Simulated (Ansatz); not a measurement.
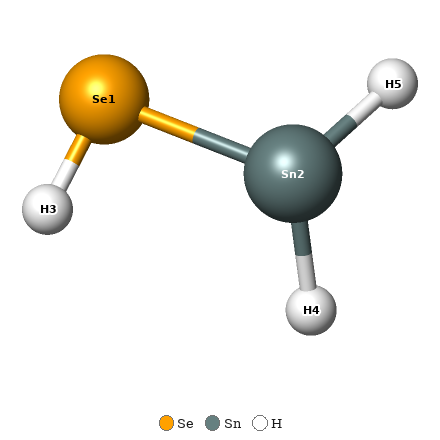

The system is H₃SeSn, SMILES [SeH][SnH2], spin multiplicity 2; the picture shows the reference structure. Coordinates scanned: (1) umbrella angle at Sn2 (between each of its bonds and their common axis; 90 is planar); (2) change of the bonds Sn2–Se1, Sn2–H4, Sn2–H5, all alike. Nothing is relaxed (all other coordinates rigid). Grid: 11 × 11 points. Points are written as (first, second). All energies are given in kJ/mol relative to the relaxed molecule at the same level. Energies and slopes of some neighbouring points disagree (a jump in structure or state, or too coarse a mesh). The calculation used UKS PBE-D4/def2-TZVP in Ansatz.

Its coordinates:

```yaml
atoms:
  - { symbol: Se, position_ang: [1.0308, -0.9546, 1.0797] }
  - { symbol: Sn, position_ang: [0.0644, 0.4550, -0.8452] }
  - { symbol: H, position_ang: [0.0310, -2.0249, 0.8528] }
  - { symbol: H, position_ang: [-1.6751, 0.3841, -0.6847] }
  - { symbol: H, position_ang: [0.5988, 2.0667, -0.4439] }
```

Range: umbrella angle at Sn2 (between each of its bonds and their common axis; 90 is planar) from 55.2 to 124.8°; change of the bonds Sn2–Se1, Sn2–H4, Sn2–H5, all alike from −0.222 to 0.344 Å.

Q: What landscape does the calculation give?

A: The lowest grid point is at (110.9°, 0.004 Å), 0.7 kJ/mol from the relaxed molecule at the same level. Other grid points that lie below all their neighbours: (69.1°, 0.004 Å) (1.3 kJ/mol higher). The highest grid point, (90.0°, 0.344 Å), lies 165 kJ/mol above the lowest.

```csv
"second ↓, first →",55.2,62.2,69.1,76.1,83.0,90.0,97.0,103.9,110.9,117.8,124.8
0.344,112,104,106,120,144,166,144,119,106,104,112
0.287,89,79,81,95,122,151,122,94,80,79,88
0.231,68,57,57,72,101,139,101,72,57,56,67
0.174,50,37,36,51,82,124,82,51,35,35,49
0.117,36,20,19,34,65,99,65,33,18,19,35
0.061,28,10,7,22,52,79,51,21,6,8,26
0.004,27,6,2,15,44,65,43,15,1,5,25
−0.053,36,12,6,18,43,61,43,17,5,10,34
−0.109,57,30,22,32,54,68,53,30,20,28,55
−0.166,94,64,53,60,78,90,78,59,51,61,91
−0.222,150,116,102,106,121,130,120,105,100,113,147
```

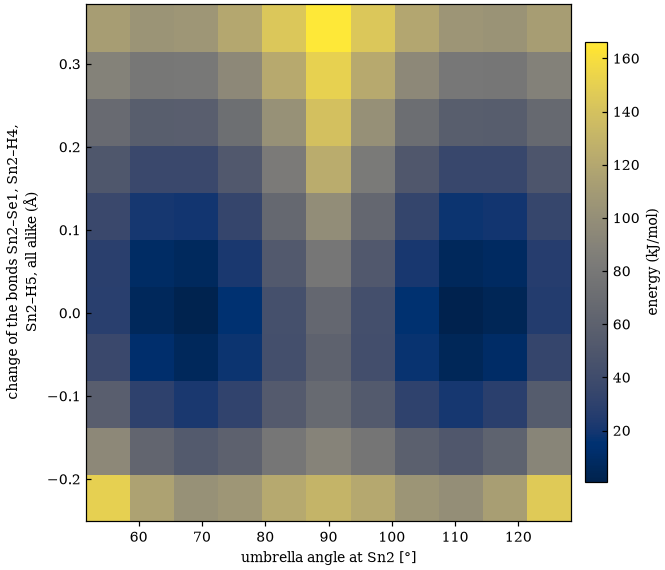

In the figure: one coloured cell a grid point.

Each point was launched as `ansatz run input.yaml --threads 1 --pin off --max-ram 2560MiB --backend cpu --events-out ev --progress --plain --runs-dir out`. The whole map (121 points run) took 10 min on 1 thread of Arm Neoverse V2, on a shared host.
